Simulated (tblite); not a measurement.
Molecular dynamics, with input and output: C$_{3}$H$_{9}$B (part 1 of 2)

System: C$_{3}$H$_{9}$B (trimethylborane), SMILES CB(C)C.
Method: GFN2-xTB Langevin dynamics, gas phase (tblite 0.8.0).

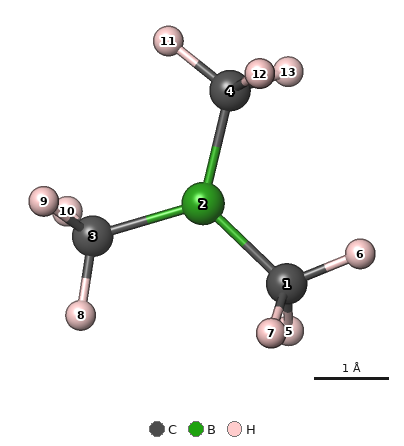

The input geometry (ball-and-stick view, seen at a tilt; atoms are numbered from 1 in the order of the input). Bond lengths as drawn: B–C 1.58 Å and C–H 1.09 Å.

## Results in brief

- outcome: finished
- mean temperature over the second half: 548 K
- trajectory: 25 frames kept, 12600 fs
- hardware: 1 CPU thread, shared host
- wall time: 28 s
- peak memory: 0.42 GiB

## The input
```
{"job": {"dt": 1.5, "steps": 8000, "equilibration": 400, "friction": 0.005, "h_mass": 4.0, "temperature": 600, "xc": "GFN2-xTB", "basis": "xTB", "kind": "md"}, "charge": 0, "multiplicity": 1}
C     -0.780233     1.681086     0.132671
B      0.525003     0.824846    -0.097358
C      1.748151     0.969047     0.888715
C      0.607216    -0.174617    -1.315264
H     -0.545495     2.745156     0.130388
H     -1.561765     1.514503    -0.604827
H     -1.204330     1.477202     1.115507
H      1.559804     1.609147     1.747227
H      2.071287    -0.002380     1.260615
H      2.606809     1.379772     0.357334
H      1.570934    -0.665122    -1.429859
H     -0.146531    -0.954737    -1.207822
H      0.374851     0.328684    -2.253025
```

The first line tells a small driver script what to run in tblite; the rest is the geometry in Å.

Command:
```bash
OMP_NUM_THREADS=1 python <driver script> task.json out
```

## The program's output
```
t/fs     T/K   E - E0/eV
     0.0    536.8     0.0000
   525.0    496.5     0.4193
  1050.0    586.0     0.7048
  1575.0    713.6     0.7189
  2100.0    599.2     0.5799
  2625.0    533.5     0.6859
  3150.0    616.9     0.8188
  3675.0    455.0     0.8880
  4200.0    502.2     0.4414
  4725.0    730.3     1.2784
  5250.0    604.9     1.0344
  5775.0    503.3     0.8742
  6300.0    388.0     0.8358
  6825.0    490.9     0.7637
  7350.0    551.7     0.5752
  7875.0    410.9     0.6697
  8400.0    559.9     1.1672
  8925.0    704.6     1.0329
  9450.0    738.2     0.7229
  9975.0    495.8     0.7485
 10500.0    687.6     0.8154
 11025.0    552.3     0.4862
 11550.0    404.4     0.7638
 12075.0    431.0     0.6518
 12600.0    714.7     0.9904
```

## Trajectory as extended XYZ (Å, eV, eV/Å), 25 frames, from step=0 to step=8400
```
13
Properties=species:S:1:pos:R:3:forces:R:3 step=0 time_fs=0.0 energy=-332.72009 temperature=536.8
C    -0.7802    1.6811    0.1327    0.0000  -0.0010   0.0000
B     0.5250    0.8248   -0.0974   -0.0010   0.0010  -0.0030
C     1.7482    0.9690    0.8887   -0.0020   0.0000   0.0000
C     0.6072   -0.1746   -1.3153   -0.0020  -0.0010  -0.0020
H    -0.5455    2.7452    0.1304    0.0010  -0.0010   0.0010
H    -1.5618    1.5145   -0.6048    0.0010   0.0000   0.0020
H    -1.2043    1.4772    1.1155    0.0010   0.0000  -0.0010
H     1.5598    1.6091    1.7472    0.0000   0.0010   0.0000
H     2.0713   -0.0024    1.2606    0.0010   0.0000   0.0010
H     2.6068    1.3798    0.3573   -0.0010  -0.0010   0.0000
H     1.5709   -0.6651   -1.4299   -0.0030   0.0020   0.0000
H    -0.1465   -0.9547   -1.2078    0.0030  -0.0010   0.0010
H     0.3749    0.3287   -2.2530    0.0030   0.0000   0.0010
13
Properties=species:S:1:pos:R:3:forces:R:3 step=350 time_fs=525.0 energy=-332.30077 temperature=496.5
C    -0.6619    0.6515    0.2707   -1.9680  -0.3060  -1.2090
B     0.2812    0.6517   -0.9777   -0.0270  -0.9700  -0.4990
C     1.6711    1.3337   -0.8551    0.4380   2.5990  -0.7960
C    -0.0790   -0.3498   -2.1643    0.2310  -1.1230   0.0930
H    -0.2583    0.5846    1.2373    0.7710   0.3410   1.0340
H    -1.3456    1.5255    0.2104    0.4650  -0.3610   0.2190
H    -1.3389   -0.2217    0.1913    0.1110   0.3540   0.0590
H     2.3864    1.3509   -1.7209   -0.5380  -0.7870   0.9180
H     1.4849    2.4759   -0.7884    0.0630  -1.4570   0.3200
H     2.1294    1.0639    0.0966    0.2860   0.0740  -0.3810
H     0.2794   -1.3465   -1.7842   -0.2360   0.7120  -0.0450
H    -1.1048   -0.5655   -2.4883    0.0350   0.4770   0.5520
H     0.4679   -0.2484   -3.0872    0.3690   0.4460  -0.2640
13
Properties=species:S:1:pos:R:3:forces:R:3 step=700 time_fs=1050.0 energy=-332.01528 temperature=586.0
C     0.4128   -1.9196   -1.0925    0.0080  -0.9660  -0.1340
B    -0.2069   -1.0698   -2.2774   -0.4000  -0.7060  -0.4710
C     0.1801    0.4121   -2.4789   -1.8420   1.9930   0.3600
C    -1.0443   -1.9793   -3.3472    1.3400   2.1120   1.4240
H     1.0288   -1.3454   -0.3911   -0.0450  -0.3810  -0.2780
H    -0.3223   -2.5143   -0.4953    0.4660   0.6120  -0.4550
H     1.0187   -2.7214   -1.6189   -0.2880   0.9070   0.8330
H     0.3752    0.9858   -1.5858    1.2490  -0.4620   0.6530
H     0.8669    0.6233   -3.2512    1.3670  -0.2580  -0.4630
H    -0.6008    1.1265   -2.8061   -0.7900  -0.9010  -0.5120
H    -1.7584   -1.4802   -3.9655    0.1180   0.0750  -0.6430
H    -0.2420   -2.5105   -3.7974    0.1500  -0.3850  -1.1500
H    -1.5252   -2.6427   -2.7187   -1.3350  -1.6390   0.8350
13
Properties=species:S:1:pos:R:3:forces:R:3 step=1050 time_fs=1575.0 energy=-332.00119 temperature=713.6
C     2.1021   -1.5684   -0.9188   -0.2130  -0.3480   0.4000
B     1.0084   -2.1096   -1.8855    0.5180  -0.7780  -0.3250
C    -0.5062   -1.7967   -1.6312   -0.6010  -0.5590  -2.0680
C     1.4715   -3.1424   -2.9790   -3.2040   2.0870  -2.3290
H     2.2495   -0.5019   -1.0908    0.6150  -0.2940   0.2130
H     1.5577   -1.6618    0.0002    0.0360   0.3660   1.0530
H     2.9933   -2.2099   -0.7676   -0.2250   0.9660  -0.5800
H    -0.7286   -1.2864   -0.7174   -0.2350   0.4450   0.1210
H    -0.9567   -1.2649   -2.5630    0.4780  -0.7780   1.7400
H    -0.9742   -2.8097   -1.5928   -0.1000   0.8530  -0.0170
H     1.6883   -2.3795   -3.8493   -0.5590  -1.3810   0.9880
H     2.3832   -3.5789   -2.8433    1.8790  -1.4970   0.4770
H     0.6288   -3.8459   -3.3307    1.6130   0.9170   0.3270
13
Properties=species:S:1:pos:R:3:forces:R:3 step=1400 time_fs=2100.0 energy=-332.14015 temperature=599.2
C     1.6973    0.4716    0.4574   -0.5310  -0.0200   2.2690
B     1.5759   -0.4607   -0.7368   -0.4060  -0.6050   0.3990
C     0.8931   -1.8494   -0.6113    0.0930  -0.5860  -0.3690
C     2.0767    0.1263   -2.0300   -1.3210   0.6570  -3.4760
H     0.9884    0.2714    1.3044   -0.3090   0.7710  -1.0070
H     2.5375    0.0863    1.0265    1.0500   0.5070  -0.2920
H     1.7898    1.5321    0.1815    0.0510  -0.5190   0.6790
H    -0.1445   -1.6455   -0.7896   -0.9070   0.2530   0.6870
H     1.0316   -2.5490   -1.4302    0.8080  -0.2360   0.0070
H     1.0618   -2.3511    0.3443   -0.3580   0.0670  -0.2460
H     1.5085    1.0931   -2.2784    0.5530  -1.2250   0.3070
H     3.0878    0.4567   -2.0280    0.8160  -0.0170   0.0210
H     1.9055   -0.5559   -2.9357    0.4620   0.9530   1.0210
13
Properties=species:S:1:pos:R:3:forces:R:3 step=1750 time_fs=2625.0 energy=-332.03424 temperature=533.5
C     2.5907    1.3232   -0.9340   -1.1140  -1.0100  -1.7440
B     1.0491    1.5871   -1.1263   -0.7360  -0.3400   1.0060
C    -0.0624    0.5474   -0.3729    3.3700   0.5060  -0.3630
C     0.5805    2.7628   -2.0671   -0.3650   0.0540   1.3080
H     2.6795    0.7324   -0.0872    0.6680  -1.1800   1.6090
H     2.8610    0.6690   -1.8075   -0.0190   0.5230   0.6370
H     3.2905    2.1085   -0.8897    0.4670   1.0000  -0.1350
H    -0.9228    0.5775   -0.9539   -1.7080  -0.0160  -0.3300
H     0.4143   -0.4412   -0.5086   -0.4090   0.2230   0.1950
H    -0.1974    0.6757    0.7105   -0.1360   0.1960  -0.7050
H    -0.2079    3.3597   -1.4410    1.5470  -0.5360  -1.6750
H     1.4678    3.2918   -2.4639   -0.9560   0.3800   0.4930
H     0.1177    2.2931   -2.9173   -0.6090   0.2000  -0.2970
13
Properties=species:S:1:pos:R:3:forces:R:3 step=2100 time_fs=3150.0 energy=-331.90131 temperature=616.9
C     0.7657    0.9184   -1.8153    1.5040   0.8490   0.3010
B    -0.7937    1.2781   -1.6875    0.4170   0.7490  -1.3910
C    -1.6221    1.0721   -0.3765   -0.3410   1.8570  -0.2480
C    -1.4368    2.2459   -2.8404    1.6860   0.9650  -0.7080
H     1.3835    1.4420   -0.9970   -1.1060  -1.1110  -0.5510
H     0.9325   -0.1627   -1.7739   -0.0260   0.2320   0.4510
H     1.3966    1.2366   -2.6919   -1.3030  -0.1300   0.2280
H    -1.5800    0.1314    0.1195    0.0100  -0.3980   0.3470
H    -1.3233    1.9026    0.3224    0.0210  -0.9700  -0.3550
H    -2.6427    1.3690   -0.6432   -0.1230  -0.5870   0.4120
H    -1.3075    3.2564   -2.3218   -1.1320  -1.0470  -0.4850
H    -0.6566    2.4161   -3.6312   -0.4650  -0.5450   0.3110
H    -2.3729    2.1277   -3.4716    0.8580   0.1360   1.6880
13
Properties=species:S:1:pos:R:3:forces:R:3 step=2450 time_fs=3675.0 energy=-331.83209 temperature=455.0
C    -2.3899   -0.4758   -0.7627    2.0830   2.1200   2.3430
B    -0.7900   -0.4808   -0.4341   -0.5710  -0.3110   0.8200
C    -0.4720    0.1482    0.9793   -0.1060   1.9930  -0.7670
C     0.2511   -0.8515   -1.5844   -1.5510  -1.7460   0.3250
H    -2.3501    0.3127   -1.4428   -0.3900   1.0740  -1.8920
H    -2.6615   -1.3548   -1.1746   -1.3110  -2.4220  -1.3460
H    -3.0978   -0.0737   -0.0139    0.5390  -0.8290   0.0430
H    -0.3579    1.2948    0.8409   -0.7110  -1.5030   0.1050
H    -1.3113   -0.0615    1.6181   -0.2410   0.3460   0.3850
H     0.4024   -0.0349    1.5380    1.1530  -0.8390   0.2810
H     0.5368    0.1474   -1.8082    0.2570   0.5740  -1.2000
H     1.1710   -1.3951   -1.3548   -0.3300   0.1050   0.2240
H    -0.3111   -1.4694   -2.3781    1.1810   1.4390   0.6760
13
Properties=species:S:1:pos:R:3:forces:R:3 step=2800 time_fs=4200.0 energy=-332.27872 temperature=502.2
C    -0.5021   -0.2470    0.2411   -2.1470   1.0700   0.5340
B     0.8584   -0.9287    0.3873    0.1620   0.0610   1.2100
C     1.2871   -1.4974    1.7856    0.4750   0.2340   0.2640
C     1.8747   -0.9707   -0.7876   -1.8660  -1.3920  -0.6980
H    -1.0988    0.1908    1.1088    1.2090  -0.7100  -0.5720
H    -0.5660    0.5203   -0.5072    0.3240   0.5360  -0.4760
H    -1.1838   -0.9804   -0.1558   -0.3520  -0.6790  -0.1450
H     1.4956   -2.5472    1.5983   -0.2900  -0.2720   0.5210
H     2.2418   -1.1054    2.1386    0.1640   0.1030  -0.2560
H     0.6188   -1.2974    2.6273   -0.1640  -0.5410  -0.3550
H     2.8176   -1.1952   -0.4465    2.1940  -0.6850   0.5580
H     1.6176   -1.6784   -1.6132    0.1330   0.6520   0.5730
H     1.8811    0.0015   -1.1531    0.1570   1.6210  -1.1610
13
Properties=species:S:1:pos:R:3:forces:R:3 step=3150 time_fs=4725.0 energy=-331.44168 temperature=730.3
C     3.0125   -0.6738   -1.7028    1.2980   1.2230   1.2800
B     3.4924   -1.3454   -0.3257    1.9960   0.1510  -2.3940
C     2.8265   -1.0444    0.9750   -3.6550  -2.8720   2.6060
C     4.8682   -2.1280   -0.5113    0.4690  -0.2460   3.8210
H     3.4098    0.3456   -1.8489    0.1100  -0.0190   0.7390
H     3.4040   -1.1117   -2.5638    0.3790  -1.3610  -1.2620
H     1.9953   -0.5252   -1.8040   -2.1890  -0.0330  -0.1420
H     3.0388   -1.2311    2.0601    1.0690   0.3740  -1.1950
H     2.2067   -0.1813    0.9500   -0.4590   0.8120  -0.0300
H     1.9375   -1.9761    0.9651    1.6970   2.0050  -0.4550
H     4.8836   -2.9531    0.2838    0.0150   0.6630  -0.9400
H     5.0894   -2.6227   -1.4281    0.3920   0.3900  -0.5290
H     5.6926   -1.4388   -0.0452   -1.1220  -1.0870  -1.4990
13
Properties=species:S:1:pos:R:3:forces:R:3 step=3500 time_fs=5250.0 energy=-331.68566 temperature=604.9
C     3.0452   -1.7439   -1.4741   -0.9640   0.7870  -2.8710
B     3.6634   -2.3255   -0.2020    1.0620   0.1480   0.7560
C     2.9264   -2.5697    1.1674    0.2860  -1.2660   1.5550
C     5.3220   -2.3221   -0.2239   -1.1450  -1.7060   2.9430
H     3.8374   -1.0448   -1.9020   -0.9970  -1.1090  -0.1600
H     2.7108   -2.5494   -2.3212    0.9060   1.9060   1.8850
H     2.1690   -1.0422   -1.3503    0.5860  -1.0980   0.0480
H     2.0822   -1.9517    1.6264    1.2790  -0.6570  -1.0920
H     2.5614   -3.6499    1.2106    0.2180   1.2280  -0.2320
H     3.7962   -2.6022    1.8839   -1.1900   0.2410  -0.0290
H     5.5766   -1.3536   -0.5214    0.7060   1.2450  -0.3200
H     5.7858   -2.5284    0.8553   -0.8460   0.4550  -2.1820
H     5.7659   -3.0417   -0.8852    0.1000  -0.1760  -0.3000
13
Properties=species:S:1:pos:R:3:forces:R:3 step=3850 time_fs=5775.0 energy=-331.84594 temperature=503.3
C     1.8409   -2.0300   -0.6829    0.9620   2.1890  -0.9040
B     2.6285   -3.3101   -0.3745    0.3570  -0.1870   0.5450
C     1.7663   -4.2434    0.6023    2.1590  -0.3440  -1.3370
C     4.1406   -3.5858   -0.8822   -1.3950   4.8120  -0.3340
H     1.2541   -1.7271    0.2008    0.1510   0.1760  -0.7880
H     2.5163   -1.1799   -1.0604   -0.8650  -0.8000   0.9430
H     1.2124   -2.1532   -1.5559   -0.5630  -0.2140   0.1420
H     1.8367   -3.8587    1.5652   -0.1160   1.0350   1.6950
H     0.7644   -4.2663    0.3031   -1.3360  -0.2290  -0.2880
H     2.1865   -5.2201    0.7207   -0.0620  -0.9290  -0.2520
H     4.3117   -4.4857   -0.5710    1.6320  -5.3940   1.7060
H     4.1165   -3.6187   -1.9666    0.4300   0.5420  -0.0580
H     4.9533   -2.9104   -0.4332   -1.3530  -0.6590  -1.0700
13
Properties=species:S:1:pos:R:3:forces:R:3 step=4200 time_fs=6300.0 energy=-331.88429 temperature=388.0
C     3.0986   -2.0387   -0.6020   -0.5570  -2.2400  -2.9050
B     2.7098   -3.5236   -0.1098    1.1030  -0.1150  -0.7550
C     1.7987   -3.7853    1.1379    0.1860  -1.7290   0.0620
C     3.1986   -4.8163   -0.9340   -2.4690   2.1630  -2.3400
H     2.7056   -1.2549   -0.1067   -2.1510   2.2750   1.9640
H     4.1118   -1.7170   -0.6001    1.2140  -0.6960  -0.4990
H     2.6857   -1.9426   -1.6988    0.9590  -0.2100   1.7160
H     1.8970   -3.0104    1.8368   -0.4050   1.0840   0.9020
H     0.8213   -3.8717    0.7190   -1.0280   0.7360  -0.2640
H     1.7764   -4.7444    1.7290    0.9330   0.6360  -0.6960
H     2.2660   -5.3024   -1.3334    0.6710   0.3630   0.2140
H     3.8640   -4.7152   -1.7974   -0.0590   0.1970   0.4570
H     3.5416   -5.4573   -0.2454    1.6030  -2.4640   2.1440
```
